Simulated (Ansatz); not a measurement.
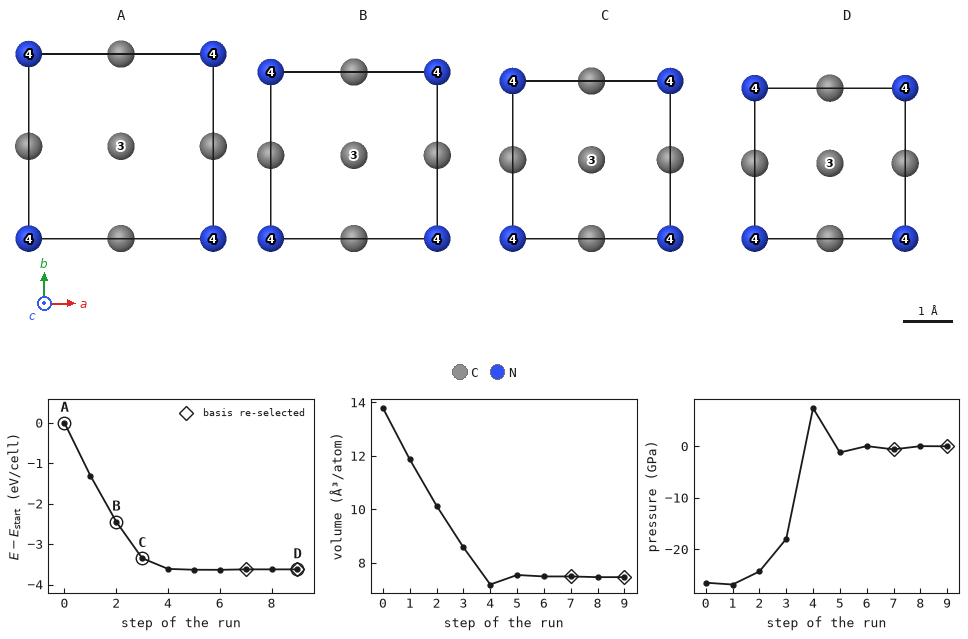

Frames of a relaxation of a crystal of C3N (a generated structure, set up in Pm-3m) (coarse preliminary run), marked on the history of the run. A ball-and-stick model of the cell of the calculation, seen along the c axis.

Theory: Ansatz, DFT PBE, scalar-relativistic, plane waves, PAW. (plane-wave cutoff 420 eV; k-point mesh 4 × 4 × 4; occupations gaussian; smearing width 0.1 eV; collinear spin; cell and atoms relaxed; force threshold 0.04 eV/Å; at most 70 steps)

**What happens along the run?**

The atoms keep their places relative to the cell (all moves are under 0.005 Å). The volume changes by −45.8 %, with a = b = c 3.806 → 3.103 Å (−18.5 %). The space group stays Pm-3m (No. 221). Over 7 accepted moves (9 points after the start) the energy falls by 3.625 eV per cell of the calculation. All forces vanish by symmetry, so only the cell relaxes. Pressure: −26.48 GPa at the start and 0.01 GPa at the end. The SCF was repeated twice at an unchanged geometry on a basis and grid sized afresh for the cell, which shifted the energy by 11.6 meV per cell of the calculation at most. The program noted that the starting moments weren't kept. Cost: 17 s on 1 thread of Arm Neoverse V1 (shared host), peak memory 0.28 GiB. From step 0 to 2: volume −26.5 %, energy −2.445 eV per cell of the calculation. From step 2 to 3: volume −15.3 %, energy −0.904 eV per cell of the calculation. From step 3 to 9: volume −13.0 %, energy −0.277 eV per cell of the calculation.

| step | E − E(0), meV/atom | pressure, GPa | volume, Å³/atom | note |
| --- | --- | --- | --- | --- |
| 0 | 0.00 | -26.48 | 13.787 |  |
| 1 | -326.24 | -26.83 | 11.867 |  |
| 2 | -611.19 | -24.30 | 10.135 |  |
| 3 | -837.14 | -17.98 | 8.579 |  |
| 4 | -903.35 | 7.41 | 7.192 |  |
| 5 | -908.69 | -1.20 | 7.548 |  |
| 6 | -909.10 | 0.04 | 7.494 |  |
| 7 | -906.20 | -0.60 | 7.494 | same geometry, new basis |
| 8 | -906.36 | 0.03 | 7.468 |  |
| 9 | -906.36 | 0.01 | 7.468 | same geometry, new basis |

Limits of the set-up: the k-point mesh is coarse for a cell with partly filled bands; layers or molecules are held without a dispersion correction, so their spacing is unreliable.
